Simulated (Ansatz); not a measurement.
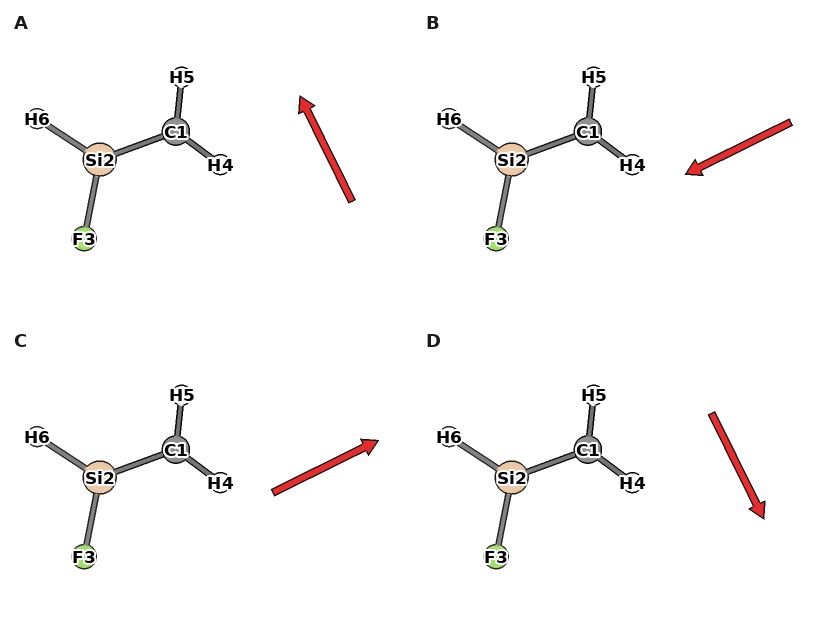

The same molecule four times, each with an arrow. The geometry was computed by an optimisation with PBE-D4/def2-SVP. No frequency run is at hand to confirm it as a minimum. Level of theory: RKS PBE-D4/def2-SVP (Ansatz 0.2.0).

Question: Which arrow points along the dipole moment, from the negative to the positive end?

Answer: A. The dipole moment is 1.07 D; it points from the side of F3 to the side of H6 (the outermost atoms at the two ends).
